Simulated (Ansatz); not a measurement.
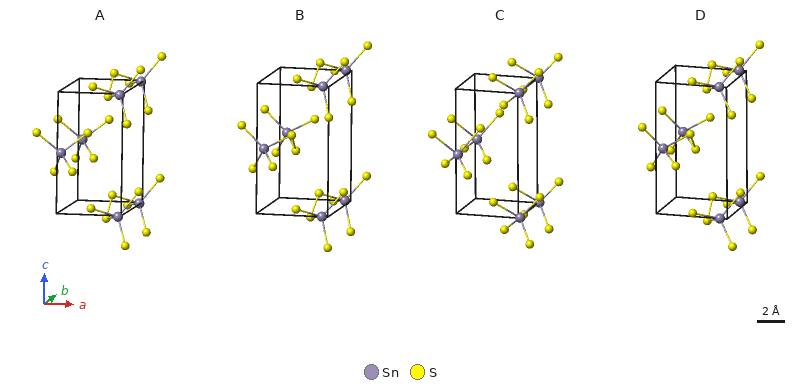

4 geometries from one relaxation of a crystal of SnS₄ (a generated structure, set up in P1) (coarse preliminary run), in shuffled order. The picture is a ball-and-stick view of the cell of the calculation, seen slightly off an axis.

These are results of Ansatz 0.2.0, DFT PBE, scalar-relativistic, plane waves, PAW, not measurements. Settings: plane-wave cutoff 420 eV; k-point mesh 4 × 4 × 2; occupations gaussian; smearing width 0.2 eV; no spin polarisation; cell and atoms relaxed; force threshold 0.025 eV/Å; at most 60 steps.

Put them in the order of the run, from the start to the converged end.

Answer. C, A, B, D. They are steps 0, 6, 13, 20, at +8.360 eV per cell of the calculation, +2.625 eV per cell of the calculation, +0.410 eV per cell of the calculation relative to the last. The largest move relative to the cell is that of an S atom, 1.04 Å along [1 1 −1]. By element the largest moves are S 1.04 Å, Sn 0.73 Å. Cell: a 4.894 → 5.604 Å (+14.5 %), b 4.720 → 4.953 Å (+4.9 %), c 9.759 → 10.262 Å (+5.2 %), α 91.1° → 90.0°, β 89.5° → 89.8°, γ 89.6° → 90.1°. Volume +26.4 %. Some distances before and after: S–S 2.706 → 4.387 Å, S–S 3.618 → 2.054 Å, S–S 3.440 → 2.054 Å, S–S 3.361 → 2.089 Å. New bonds form, among them: S–S (3.29 → 2.09 Å), S–S (3.36 → 2.09 Å), S–S (3.44 → 2.05 Å), S–S (3.62 → 2.05 Å). Bond angles that change, for instance: S–Sn–S 95.4° → 113.8°, S–Sn–S 103.2° → 116.2°, S–Sn–S 114.4° → 102.7°. The space group stays P1 (No. 1). The energy falls by 8.360 eV per cell of the calculation in 19 accepted moves (20 points after the start). The largest force component goes from 3.7 to 0.014 eV/Å. The pressure goes from 3.21 to 0.08 GPa. The SCF was repeated once at an unchanged geometry on a basis and grid sized afresh for the cell, which shifted the energy by 22.6 meV per cell of the calculation at most.
